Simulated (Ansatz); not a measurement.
**Pressure series in CdTe**

Consider CdTe in the zinc blende structure (space group F-43m, No. 216).

```
CdTe
1.0
    0.00000     3.30901     3.30901
    3.30901     0.00000     3.30901
    3.30901     3.30901     0.00000
Cd Te
1 1
Direct
  0.00000   0.00000   0.00000
  0.25000   0.25000   0.25000
```

Cell and atoms are relaxed at each pressure.

The values are results of plane-wave PAW DFT at the PBE level (Ansatz, a first-principles code, 420 eV), no spin-orbit coupling, not measurements.

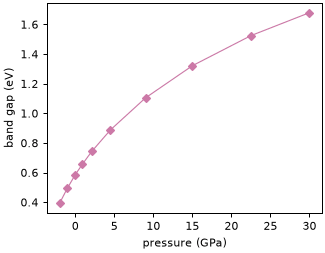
Band gap against pressure

| pressure (GPa) | band gap |
|---|---|
| -2 | 0.39 eV |
| -1 | 0.50 eV |
| 0.9 | 0.66 eV |
| 2.1 | 0.74 eV |
| 4.5 | 0.89 eV |
| 9 | 1.10 eV |
| 15 | 1.32 eV |
| 22.5 | 1.52 eV |
| 30 | 1.68 eV |

Spin-orbit coupling, missing from the scalar runs, can matter with Te. Load acts through the strain it causes; cell and atoms are relaxed under it. Whether these cells are dynamically stable was not tested. Measured, CdTe leaves this structure (for cinnabar) near 3.53 GPa (temperature not stated; as listed in Datta, Sujoy, Jana, Debnarayan, arXiv (2020)), on rising pressure, with hysteresis.
